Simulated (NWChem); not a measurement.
# CHSe (SMILES [CH]=[Se]) at UM06-D3(0)/6-31G(d)/def2-SVP (Cartesian functions)

Aim: the vertical doublet–quartet gap of CHSe at UM06-D3(0)/6-31G*/def2-SVP (Cartesian functions), from 2 runs. 

The calculation is run with NWChem 7.3.0.

3 further runs of the same task are left out: 2 that didn't finish, 1 set aside as unsound or not needed.

## Step 1: The structure to begin with

CHSe has 3 atoms, charge 0, and is taken as a doublet. SMILES: `[CH]=[Se]`. The shape comes from GFN2-xTB, which is rough for such elements, and wasn't checked as a minimum.

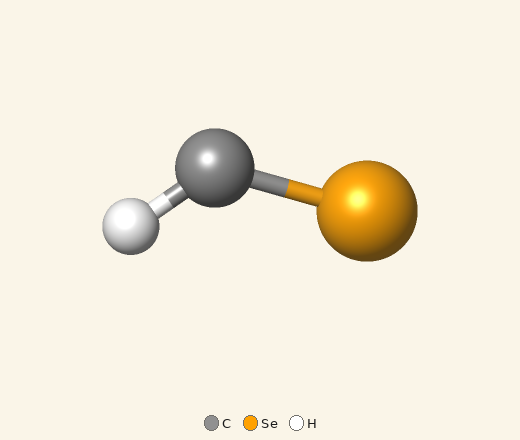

The structure, seen from a chosen angle (carbon grey, selenium orange, hydrogen white).

## Step 2: The charge distribution at UM06-D3(0)/6-31G(d)/def2-SVP (Cartesian functions)

The input, run.nw:

```
start run
title "CHSe properties"
memory stack 880 mb heap 220 mb global 1100 mb
charge 0
geometry units atomic noautosym nocenter noautoz
   C   -0.68357063   0.33266739  -0.33253511
   Se   1.98457148   1.19426912   1.21709701
   H   -1.30100085  -1.52693650  -0.88456190
end
basis cartesian
   * library 6-31G* except Se
   Se library def2-SVP
end
dft
   xc m06
   mult 2
   disp vdw 3
   grid medium
   maxiter 100
   print medium
end
property
   esp
   dipole
   mulliken
end
task dft property
```

Started as:

```
nwchem run.nw > run.out
```

What it wrote:

```text
[...]
          Wavefunction type:  spin polarized.
          No. of atoms     :     3
          No. of electrons :    41
[...]
          Charge           :     0
          Spin multiplicity:     2
[...]
          AO basis - number of functions:    52
[...]
              XC Information
              --------------
                          M06 Method XC Functional
                     Hartree-Fock (Exact) Exchange  0.270
                           M06 Exchange Functional  1.000
                         M06 Correlation Potential  1.000
[...]
 d= 0,ls=0.0,diis     1  -2439.7181235491 -2.51D+03  9.21D-03  1.34D-01     2.9
[...]
 d= 0,ls=0.0,diis    13  -2439.7525054660 -1.17D-08  1.19D-06  2.25D-10    16.8
[...]
         Total DFT energy =    -2439.752505466042
      One electron energy =    -3541.220446143685
           Coulomb energy =     1120.452590328986
    Exchange-Corr. energy =      -92.760771246460
 Nuclear repulsion energy =       73.776123942298
    Dispersion correction =       -0.000002347182
[...]
      <S2> =      0.7611 (Exact =     0.7500)
[...]
   Dipole moment        1.0311212741 Debye(s)
             DMX        0.2989698662 DMXEFC        0.0000000000
             DMY       -0.9856809777 DMYEFC        0.0000000000
             DMZ        0.0475511417 DMZEFC        0.0000000000
   -EFC- dipole         0.0000000000 DEBYE(S)
   Total dipole         1.0311212741 DEBYE(S)
[...]
```

Run time: 18 s. Hardware: 1 thread of Intel Xeon Platinum 8259CL at 2.50GHz (Skylake/Cascade Lake), shared host; peak memory 0.11 GiB.

Atomic charges (e):

```csv
atom,Mulliken
C1,-0.299
Se2,+0.089
H3,+0.210
```

## Step 3: The quartet at the same level

The input, chse.nw:

```
start chse
memory stack 880 mb heap 220 mb global 1100 mb

geometry units bohr noautosym nocenter noautoz
  C     -0.68357063     0.33266739    -0.33253511
  Se     1.98457148     1.19426912     1.21709701
  H     -1.30100085    -1.52693650    -0.88456190
end

basis
  C library 6-31G*
  Se library def2-SVP
  H library 6-31G*
end

dft
  xc m06
  mult 4
  disp vdw 3
  grid medium
  iterations 150
  print medium
end

property
  esp
  dipole
  mulliken
end

task dft property
```

Started as:

```
nwchem chse.nw > chse.out
```

What it wrote:

```text
[...]
          Wavefunction type:  spin polarized.
          No. of atoms     :     3
          No. of electrons :    41
[...]
          Charge           :     0
          Spin multiplicity:     4
[...]
          AO basis - number of functions:    52
[...]
              XC Information
              --------------
                          M06 Method XC Functional
                     Hartree-Fock (Exact) Exchange  0.270
                           M06 Exchange Functional  1.000
                         M06 Correlation Potential  1.000
[...]
 d= 0,ls=0.0,diis     1  -2439.6108465663 -2.51D+03  9.19D-03  1.33D-01     1.6
[...]
 d= 0,ls=0.0,diis    11  -2439.6501844993 -9.66D-09  1.09D-06  1.16D-09    12.9
[...]
         Total DFT energy =    -2439.650184499264
      One electron energy =    -3540.858941300178
           Coulomb energy =     1120.284823787337
    Exchange-Corr. energy =      -92.852188581539
 Nuclear repulsion energy =       73.776123942298
    Dispersion correction =       -0.000002347182
[...]
      <S2> =      3.7587 (Exact =     3.7500)
[...]
   Dipole moment        0.4741177872 Debye(s)
             DMX        0.1871281550 DMXEFC        0.0000000000
             DMY       -0.4326028486 DMYEFC        0.0000000000
             DMZ        0.0512396832 DMZEFC        0.0000000000
   -EFC- dipole         0.0000000000 DEBYE(S)
   Total dipole         0.4741177872 DEBYE(S)
[...]
```

It took 14 s on 1 thread of Intel Xeon Platinum 8259CL at 2.50GHz (Skylake/Cascade Lake), shared host; peak memory 0.12 GiB.

Atomic charges (e):

```csv
atom,Mulliken
C1,-0.389
Se2,+0.183
H3,+0.206
```

## Step 4: Summary of results

At UM06-D3(0)/6-31G*/def2-SVP (Cartesian functions):

| quantity | value |
| --- | --- |
| doublet: total energy | -2439.75251 Eh |
| doublet: dipole moment | 1.03 D |
| doublet: HOMO energy (highest over α and β) | -5.64 eV |
| doublet: LUMO energy (lowest over α and β) | -2.31 eV |
| doublet: dispersion energy | -0.01 kJ/mol |
| doublet: ⟨S²⟩ | 0.761 |
| quartet: total energy | -2439.65018 Eh |
| quartet: dipole moment | 0.47 D |
| quartet: HOMO energy (highest over α and β) | -4.90 eV |
| quartet: dispersion energy | -0.01 kJ/mol |
| quartet: ⟨S²⟩ | 3.759 |
| vertical energy of the quartet above the doublet | 2.784 eV |

In words: At this shape the quartet lies 2.78 eV (269 kJ/mol) above the doublet. Mulliken charges (quartet) run from -0.39 on C1 to +0.21 on H3; they depend strongly on the basis.
